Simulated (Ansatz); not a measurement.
# Si$_{2}$H$_{8}$O: geometry relaxation (part 2 of 2)

Si$_{2}$H$_{8}$O, SMILES O.[SiH3][SiH3]; RKS PBE0-D4/def2-TZVP (Ansatz 0.2.0). 

### Trajectory as extended XYZ, continued
```
11
Properties=species:S:1:pos:R:3:forces:R:3 step=11 energy=-17924.75488
O    -0.8563    0.0280   -3.0266    0.0064  -0.0054  -0.0044
H    -0.9853   -0.9063   -3.2067   -0.0016   0.0057   0.0016
H    -0.0405    0.2599   -3.4767   -0.0059  -0.0001   0.0025
Si    0.5245    0.0826    2.3322   -0.0010   0.0007  -0.0007
Si   -0.0686    0.0776    0.0663    0.0012  -0.0007  -0.0005
H    -0.6767    0.2563    3.1946    0.0000   0.0000   0.0002
H     1.1829   -1.1995    2.7069   -0.0002   0.0003  -0.0001
H     1.4722    1.1928    2.6266   -0.0003   0.0000   0.0005
H    -0.7181    1.3651   -0.2828    0.0003   0.0003   0.0008
H    -0.9990   -1.0530   -0.1882    0.0002  -0.0007  -0.0001
H     1.1647   -0.1037   -0.7454    0.0009  -0.0001   0.0002
11
Properties=species:S:1:pos:R:3:forces:R:3 step=12 energy=-17924.75491
O    -0.8536    0.0292   -3.0228   -0.0002   0.0012   0.0010
H    -0.9959   -0.9019   -3.2086    0.0007   0.0010  -0.0009
H    -0.0415    0.2562   -3.4818   -0.0014  -0.0021  -0.0006
Si    0.5236    0.0829    2.3326    0.0011   0.0009   0.0004
Si   -0.0654    0.0766    0.0657   -0.0009   0.0006   0.0053
H    -0.6789    0.2561    3.1933   -0.0003  -0.0012  -0.0004
H     1.1828   -1.1984    2.7087   -0.0008  -0.0005   0.0011
H     1.4699    1.1938    2.6289   -0.0001   0.0005  -0.0003
H    -0.7166    1.3632   -0.2831   -0.0004   0.0027  -0.0016
H    -0.9939   -1.0551   -0.1894   -0.0010  -0.0029  -0.0013
H     1.1695   -0.1027   -0.7435    0.0033  -0.0004  -0.0027
11
Properties=species:S:1:pos:R:3:forces:R:3 step=13 energy=-17924.75493
O    -0.8490    0.0320   -3.0168    0.0065  -0.0216  -0.0132
H    -1.0182   -0.8930   -3.2131    0.0076   0.0290   0.0048
H    -0.0452    0.2483   -3.4958   -0.0148  -0.0074   0.0079
Si    0.5223    0.0836    2.3350    0.0006  -0.0007   0.0003
Si   -0.0582    0.0748    0.0658   -0.0008   0.0023   0.0055
H    -0.6841    0.2551    3.1906    0.0004  -0.0009  -0.0005
H     1.1820   -1.1964    2.7150   -0.0003  -0.0003   0.0014
H     1.4655    1.1963    2.6348   -0.0007   0.0001  -0.0007
H    -0.7124    1.3594   -0.2840   -0.0017   0.0043  -0.0020
H    -0.9823   -1.0598   -0.1920   -0.0024  -0.0040  -0.0002
H     1.1795   -0.1003   -0.7396    0.0056  -0.0007  -0.0032
11
Properties=species:S:1:pos:R:3:forces:R:3 step=14 energy=-17924.75494
O    -0.8514    0.0321   -3.0202    0.0053  -0.0121  -0.0075
H    -1.0136   -0.8949   -3.2117    0.0031   0.0156   0.0029
H    -0.0448    0.2494   -3.4937   -0.0088  -0.0036   0.0047
Si    0.5226    0.0833    2.3350    0.0005   0.0000   0.0000
Si   -0.0592    0.0753    0.0661   -0.0005   0.0012   0.0037
H    -0.6833    0.2550    3.1913    0.0001  -0.0002  -0.0006
H     1.1821   -1.1969    2.7147    0.0001   0.0000   0.0003
H     1.4662    1.1959    2.6339   -0.0004  -0.0001   0.0002
H    -0.7127    1.3604   -0.2839   -0.0008   0.0018  -0.0009
H    -0.9841   -1.0589   -0.1912   -0.0014  -0.0021  -0.0010
H     1.1780   -0.1007   -0.7402    0.0030  -0.0006  -0.0017
11
Properties=species:S:1:pos:R:3:forces:R:3 step=15 energy=-17924.75495
O    -0.8510    0.0329   -3.0201    0.0007  -0.0076  -0.0029
H    -1.0174   -0.8932   -3.2115    0.0007   0.0080   0.0020
H    -0.0453    0.2471   -3.4963   -0.0017  -0.0005   0.0011
Si    0.5224    0.0833    2.3354    0.0003  -0.0004   0.0004
Si   -0.0579    0.0753    0.0662    0.0000   0.0015   0.0018
H    -0.6842    0.2541    3.1908   -0.0005   0.0001  -0.0001
H     1.1822   -1.1965    2.7156    0.0006  -0.0003   0.0002
H     1.4651    1.1964    2.6352   -0.0001   0.0002   0.0002
H    -0.7117    1.3602   -0.2839   -0.0006   0.0005  -0.0007
H    -0.9822   -1.0594   -0.1917   -0.0010  -0.0011  -0.0010
H     1.1798   -0.1002   -0.7395    0.0015  -0.0004  -0.0011
11
Properties=species:S:1:pos:R:3:forces:R:3 step=16 energy=-17924.75496
O    -0.8502    0.0354   -3.0197    0.0005  -0.0052  -0.0019
H    -1.0281   -0.8888   -3.2097   -0.0010   0.0036   0.0019
H    -0.0453    0.2403   -3.5012    0.0007   0.0014   0.0003
Si    0.5216    0.0832    2.3363    0.0018   0.0000   0.0005
Si   -0.0543    0.0753    0.0660   -0.0018   0.0009  -0.0014
H    -0.6869    0.2519    3.1894   -0.0006  -0.0002  -0.0007
H     1.1828   -1.1957    2.7175    0.0003  -0.0002   0.0000
H     1.4619    1.1977    2.6382    0.0000   0.0001   0.0005
H    -0.7094    1.3596   -0.2845    0.0005  -0.0008   0.0001
H    -0.9770   -1.0605   -0.1938    0.0002   0.0003  -0.0003
H     1.1847   -0.0984   -0.7384   -0.0005   0.0002   0.0010
11
Properties=species:S:1:pos:R:3:forces:R:3 step=17 energy=-17924.75496
O    -0.8481    0.0389   -3.0189    0.0056  -0.0095  -0.0071
H    -1.0435   -0.8824   -3.2059    0.0001   0.0089   0.0031
H    -0.0435    0.2290   -3.5074   -0.0052   0.0001   0.0044
Si    0.5215    0.0829    2.3368   -0.0045   0.0007   0.0021
Si   -0.0509    0.0760    0.0657    0.0046  -0.0001  -0.0048
H    -0.6903    0.2480    3.1860    0.0010  -0.0007   0.0022
H     1.1847   -1.1946    2.7192   -0.0003   0.0000  -0.0012
H     1.4579    1.1995    2.6430   -0.0002  -0.0002  -0.0015
H    -0.7075    1.3594   -0.2853    0.0011  -0.0018   0.0017
H    -0.9710   -1.0614   -0.1973    0.0014   0.0018   0.0020
H     1.1905   -0.0953   -0.7358   -0.0037   0.0007  -0.0008
11
Properties=species:S:1:pos:R:3:forces:R:3 step=18 energy=-17924.75497
O    -0.8458    0.0408   -3.0184    0.0098  -0.0144  -0.0122
H    -1.0526   -0.8787   -3.2031    0.0019   0.0153   0.0042
H    -0.0407    0.2207   -3.5100   -0.0113  -0.0014   0.0081
Si    0.5205    0.0828    2.3371    0.0021  -0.0009  -0.0003
Si   -0.0485    0.0769    0.0651   -0.0012   0.0008  -0.0027
H    -0.6920    0.2448    3.1861    0.0003  -0.0002  -0.0006
H     1.1854   -1.1942    2.7181    0.0001   0.0001   0.0007
H     1.4550    1.2006    2.6448   -0.0004  -0.0004   0.0002
H    -0.7065    1.3600   -0.2843    0.0004  -0.0019  -0.0005
H    -0.9676   -1.0612   -0.1982    0.0011   0.0021   0.0000
H     1.1926   -0.0925   -0.7371   -0.0029   0.0007   0.0030
11
Properties=species:S:1:pos:R:3:forces:R:3 step=19 energy=-17924.75498
O    -0.8454    0.0400   -3.0191    0.0048  -0.0066  -0.0062
H    -1.0497   -0.8800   -3.2031   -0.0003   0.0062   0.0024
H    -0.0383    0.2205   -3.5069   -0.0044   0.0002   0.0037
Si    0.5209    0.0823    2.3366    0.0015   0.0018   0.0001
Si   -0.0505    0.0780    0.0651   -0.0011  -0.0018  -0.0012
H    -0.6904    0.2445    3.1872   -0.0002   0.0000  -0.0006
H     1.1860   -1.1948    2.7167    0.0001  -0.0002  -0.0008
H     1.4560    1.1998    2.6433    0.0001  -0.0002   0.0010
H    -0.7085    1.3611   -0.2842    0.0001  -0.0004   0.0008
H    -0.9700   -1.0598   -0.1975   -0.0001   0.0007  -0.0009
H     1.1899   -0.0917   -0.7379   -0.0007   0.0004   0.0017
11
Properties=species:S:1:pos:R:3:forces:R:3 step=20 energy=-17924.75497 accepted=F
O    -0.8448    0.0411   -3.0242    0.0016   0.0125   0.0040
H    -1.0490   -0.8800   -3.2004   -0.0051  -0.0146  -0.0021
H    -0.0280    0.2125   -3.4986    0.0036   0.0020  -0.0017
Si    0.5219    0.0829    2.3353   -0.0021  -0.0087   0.0014
Si   -0.0552    0.0795    0.0651    0.0002   0.0099   0.0046
H    -0.6871    0.2422    3.1897   -0.0004   0.0005  -0.0009
H     1.1882   -1.1952    2.7099    0.0010   0.0002   0.0021
H     1.4577    1.1996    2.6430   -0.0006   0.0008  -0.0038
H    -0.7134    1.3630   -0.2813   -0.0016   0.0022  -0.0030
H    -0.9750   -1.0573   -0.1995   -0.0005  -0.0035   0.0031
H     1.1845   -0.0883   -0.7389    0.0038  -0.0013  -0.0038
11
Properties=species:S:1:pos:R:3:forces:R:3 step=21 energy=-17924.75499
O    -0.8447    0.0412   -3.0214    0.0026  -0.0010  -0.0019
H    -1.0528   -0.8786   -3.2013   -0.0011   0.0005   0.0008
H    -0.0338    0.2148   -3.5051   -0.0012   0.0003   0.0014
Si    0.5213    0.0821    2.3363   -0.0011   0.0018  -0.0009
Si   -0.0516    0.0792    0.0652    0.0009  -0.0014   0.0014
H    -0.6900    0.2426    3.1872    0.0006  -0.0004   0.0007
H     1.1874   -1.1950    2.7147   -0.0002   0.0001  -0.0005
H     1.4557    1.2000    2.6436    0.0001  -0.0003   0.0007
H    -0.7102    1.3621   -0.2834   -0.0001   0.0002   0.0004
H    -0.9705   -1.0589   -0.1981   -0.0004   0.0000  -0.0010
H     1.1891   -0.0894   -0.7376   -0.0001   0.0002  -0.0012
11
Properties=species:S:1:pos:R:3:forces:R:3 step=22 energy=-17924.75499
O    -0.8385    0.0461   -3.0249    0.0228  -0.0057  -0.0170
H    -1.0716   -0.8701   -3.1936    0.0055   0.0138   0.0009
H    -0.0160    0.1885   -3.5005   -0.0285  -0.0079   0.0157
Si    0.5217    0.0813    2.3351   -0.0031  -0.0018   0.0028
Si   -0.0534    0.0837    0.0645    0.0020   0.0014  -0.0011
H    -0.6892    0.2339    3.1880    0.0001   0.0000  -0.0002
H     1.1927   -1.1949    2.7082   -0.0002   0.0001  -0.0013
H     1.4524    1.2011    2.6469   -0.0002   0.0005  -0.0026
H    -0.7158    1.3654   -0.2807   -0.0009   0.0024   0.0013
H    -0.9694   -1.0557   -0.2031   -0.0009  -0.0024   0.0031
H     1.1869   -0.0793   -0.7397    0.0034  -0.0003  -0.0017
11
Properties=species:S:1:pos:R:3:forces:R:3 step=23 energy=-17924.75501
O    -0.8402    0.0454   -3.0251    0.0109   0.0003  -0.0066
H    -1.0676   -0.8717   -3.1954    0.0014   0.0033  -0.0001
H    -0.0195    0.1939   -3.5011   -0.0122  -0.0036   0.0068
Si    0.5213    0.0815    2.3354   -0.0004  -0.0008  -0.0002
Si   -0.0527    0.0826    0.0646   -0.0003   0.0011   0.0029
H    -0.6895    0.2358    3.1881    0.0002  -0.0001  -0.0004
H     1.1914   -1.1950    2.7092   -0.0002   0.0003   0.0001
H     1.4530    1.2009    2.6456   -0.0001   0.0001  -0.0004
H    -0.7145    1.3647   -0.2808   -0.0006   0.0012  -0.0005
H    -0.9694   -1.0567   -0.2012   -0.0007  -0.0015  -0.0001
H     1.1877   -0.0815   -0.7393    0.0019  -0.0002  -0.0016
11
Properties=species:S:1:pos:R:3:forces:R:3 step=24 energy=-17924.75501
O    -0.8390    0.0463   -3.0254    0.0081  -0.0006  -0.0051
H    -1.0707   -0.8699   -3.1946    0.0015   0.0037   0.0000
H    -0.0172    0.1900   -3.5008   -0.0096  -0.0031   0.0053
Si    0.5214    0.0813    2.3353   -0.0004  -0.0005  -0.0009
Si   -0.0528    0.0831    0.0645    0.0001   0.0008   0.0029
H    -0.6896    0.2348    3.1879    0.0004  -0.0001   0.0000
H     1.1921   -1.1949    2.7085   -0.0002   0.0004   0.0004
H     1.4524    1.2012    2.6457   -0.0001  -0.0001   0.0001
H    -0.7154    1.3649   -0.2803   -0.0006   0.0007  -0.0006
H    -0.9688   -1.0567   -0.2013   -0.0006  -0.0010  -0.0006
H     1.1877   -0.0801   -0.7395    0.0013  -0.0001  -0.0014
11
Properties=species:S:1:pos:R:3:forces:R:3 step=25 energy=-17924.75502
O    -0.8332    0.0508   -3.0270    0.0068  -0.0155  -0.0100
H    -1.0876   -0.8607   -3.1910    0.0074   0.0203   0.0023
H    -0.0052    0.1700   -3.4987   -0.0146  -0.0047   0.0076
Si    0.5214    0.0807    2.3348   -0.0001   0.0006  -0.0009
Si   -0.0530    0.0856    0.0642    0.0011  -0.0005  -0.0004
H    -0.6900    0.2292    3.1877    0.0004   0.0000   0.0005
H     1.1956   -1.1945    2.7054   -0.0001   0.0004   0.0003
H     1.4495    1.2026    2.6469   -0.0001  -0.0003   0.0009
H    -0.7196    1.3660   -0.2784    0.0002  -0.0012   0.0000
H    -0.9658   -1.0567   -0.2033    0.0002   0.0007  -0.0009
H     1.1878   -0.0730   -0.7404   -0.0012   0.0003   0.0007
11
Properties=species:S:1:pos:R:3:forces:R:3 step=26 energy=-17924.75503
O    -0.8324    0.0522   -3.0276    0.0027  -0.0131  -0.0064
H    -1.0914   -0.8581   -3.1908    0.0056   0.0162   0.0019
H    -0.0032    0.1662   -3.4982   -0.0087  -0.0031   0.0045
Si    0.5215    0.0809    2.3348   -0.0014  -0.0014   0.0000
Si   -0.0529    0.0853    0.0642    0.0024   0.0018  -0.0016
H    -0.6902    0.2286    3.1874    0.0004   0.0001   0.0009
H     1.1962   -1.1940    2.7052    0.0002   0.0003   0.0007
H     1.4490    1.2031    2.6477   -0.0003  -0.0001  -0.0004
H    -0.7203    1.3654   -0.2782    0.0003  -0.0015  -0.0003
H    -0.9648   -1.0575   -0.2042    0.0007   0.0008   0.0005
H     1.1884   -0.0720   -0.7401   -0.0018   0.0001   0.0003
11
Properties=species:S:1:pos:R:3:forces:R:3 step=27 energy=-17924.75504
O    -0.8291    0.0574   -3.0298   -0.0007  -0.0060  -0.0016
H    -1.1090   -0.8467   -3.1911    0.0010   0.0057   0.0013
H     0.0051    0.1493   -3.4960   -0.0002   0.0001   0.0000
Si    0.5209    0.0805    2.3352    0.0028   0.0029   0.0036
Si   -0.0508    0.0857    0.0639   -0.0032  -0.0021  -0.0061
H    -0.6910    0.2254    3.1879   -0.0017  -0.0002  -0.0019
H     1.1987   -1.1925    2.7068   -0.0002  -0.0009  -0.0022
H     1.4455    1.2048    2.6490    0.0003   0.0004  -0.0001
H    -0.7228    1.3632   -0.2791    0.0017  -0.0007   0.0032
H    -0.9587   -1.0599   -0.2064    0.0010   0.0004   0.0007
H     1.1911   -0.0672   -0.7404   -0.0007   0.0004   0.0029
11
Properties=species:S:1:pos:R:3:forces:R:3 step=28 energy=-17924.75505
O    -0.8232    0.0629   -3.0309    0.0148  -0.0239  -0.0176
H    -1.1305   -0.8330   -3.1913    0.0096   0.0265   0.0046
H     0.0149    0.1283   -3.4958   -0.0242  -0.0030   0.0130
Si    0.5208    0.0805    2.3357    0.0020   0.0024  -0.0003
Si   -0.0488    0.0861    0.0639   -0.0022  -0.0024  -0.0042
H    -0.6929    0.2210    3.1865   -0.0005  -0.0003  -0.0005
H     1.2018   -1.1910    2.7064   -0.0001  -0.0002  -0.0007
H     1.4416    1.2075    2.6509    0.0000  -0.0002   0.0014
H    -0.7257    1.3615   -0.2773    0.0012  -0.0008   0.0016
H    -0.9522   -1.0628   -0.2082    0.0007   0.0013   0.0000
H     1.1941   -0.0611   -0.7398   -0.0013   0.0007   0.0026
11
Properties=species:S:1:pos:R:3:forces:R:3 step=29 energy=-17924.75506
O    -0.8234    0.0608   -3.0298    0.0046   0.0004  -0.0027
H    -1.1252   -0.8363   -3.1904   -0.0006  -0.0002   0.0003
H     0.0120    0.1327   -3.4977   -0.0043  -0.0004   0.0026
Si    0.5209    0.0806    2.3354    0.0006   0.0004  -0.0012
Si   -0.0496    0.0864    0.0637    0.0005  -0.0003   0.0001
H    -0.6927    0.2214    3.1863    0.0001  -0.0002   0.0003
H     1.2012   -1.1915    2.7053    0.0001   0.0001   0.0004
H     1.4424    1.2069    2.6509   -0.0001  -0.0002   0.0009
H    -0.7248    1.3628   -0.2766    0.0002  -0.0010  -0.0005
H    -0.9543   -1.0616   -0.2074    0.0002   0.0011  -0.0010
H     1.1933   -0.0621   -0.7397   -0.0014   0.0003   0.0009
11
Properties=species:S:1:pos:R:3:forces:R:3 step=30 energy=-17924.75507
O    -0.8216    0.0624   -3.0303    0.0034  -0.0021  -0.0030
H    -1.1322   -0.8321   -3.1893    0.0006   0.0024   0.0006
H     0.0147    0.1252   -3.4979   -0.0041  -0.0006   0.0024
Si    0.5210    0.0806    2.3354   -0.0014  -0.0003   0.0013
Si   -0.0489    0.0869    0.0636    0.0018   0.0005  -0.0008
H    -0.6933    0.2193    3.1859    0.0000  -0.0001   0.0003
H     1.2025   -1.1910    2.7052    0.0001  -0.0001  -0.0007
H     1.4410    1.2076    2.6527   -0.0002   0.0001  -0.0008
H    -0.7254    1.3626   -0.2768    0.0000   0.0001   0.0005
H    -0.9523   -1.0617   -0.2092    0.0001   0.0000   0.0007
H     1.1945   -0.0598   -0.7391   -0.0003   0.0000  -0.0004
```

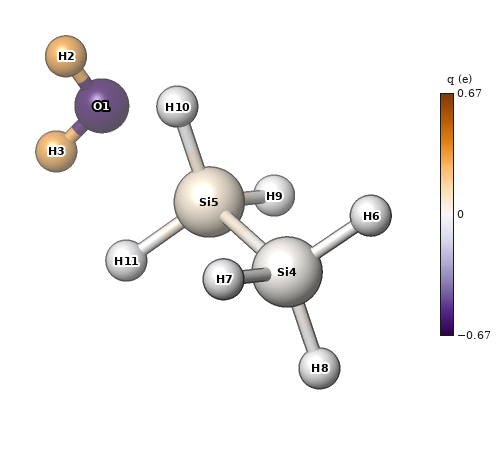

Fig. 1: Mulliken charges, as the colour of each atom (ball-and-stick view, seen at a tilt; atoms are numbered from 1 in the order of the input; Mulliken charges depend strongly on the basis). By element: O −0.64, H −0.03 to +0.33 and Si +0.02 to +0.07 e.

This output came from the following input.

### Input
```yaml
crystal:
  periodic: [false, false, false]
  atoms:
    - {symbol: O, position_ang: [-0.860511, 0.062931, -3.014574]}
    - {symbol: H, position_ang: [-0.855004, -0.910967, -2.957467]}
    - {symbol: H, position_ang: [0.085692, 0.267023, -3.136715]}
    - {symbol: Si, position_ang: [0.528024, 0.074638, 2.252735]}
    - {symbol: Si, position_ang: [-0.141704, 0.077236, -0.008570]}
    - {symbol: H, position_ang: [-0.662023, 0.235435, 3.163104]}
    - {symbol: H, position_ang: [1.219352, -1.217469, 2.604973]}
    - {symbol: H, position_ang: [1.482762, 1.209508, 2.521023]}
    - {symbol: H, position_ang: [-0.773288, 1.397884, -0.337171]}
    - {symbol: H, position_ang: [-1.107578, -1.054439, -0.229807]}
    - {symbol: H, position_ang: [1.084179, -0.141780, -0.857431]}
basis:
  gaussian: {orbitals: def2-TZVP}
hamiltonian: {xc: pbe0, dispersion: d4}
relax: {f_tol: 0.005, max_steps: 200}
```

Command:
```bash
ansatz run in.yaml --threads 4 --pin off --events-out ev --progress --plain --max-ram 9574MiB
```

### Summary

- outcome: converged
- total energy: −17924.7551 eV
- mean-field energy: −17924.6152 eV
- dispersion energy: −0.1399 eV
- SCF solution under orbital rotations: stable
- largest force (length of the vector) at the end: 0.005 eV/Å
- dipole moment: 2.35 D
- hardware: 4 threads of Arm Neoverse V2, 23 GiB of memory available, shared host
- wall time: 44 s (CPU time 2.7 min)
- peak memory: 0.31 GiB
